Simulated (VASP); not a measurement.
Band structure of Cu3Au (L1_2). Level of theory: LDA (Ceperley-Alder, Perdew-Zunger) with spin-orbit coupling, VASP's LDA PAW potentials (set 64) (plane waves; VASP).

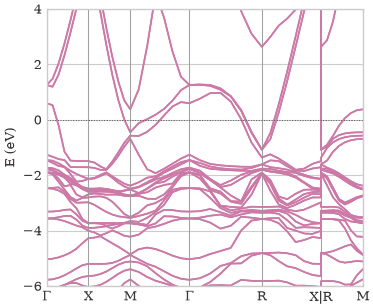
*Bands along high-symmetry lines, zero at the valence-band maximum or, without a gap, the Fermi level*

Read the plot: is there a gap, and where are the band edges?

It has no gap at this level: it comes out as a metal or semimetal.

The compound is Cu3Au in the L1_2 structure. It was relaxed first, which changed the volume by -6 %.
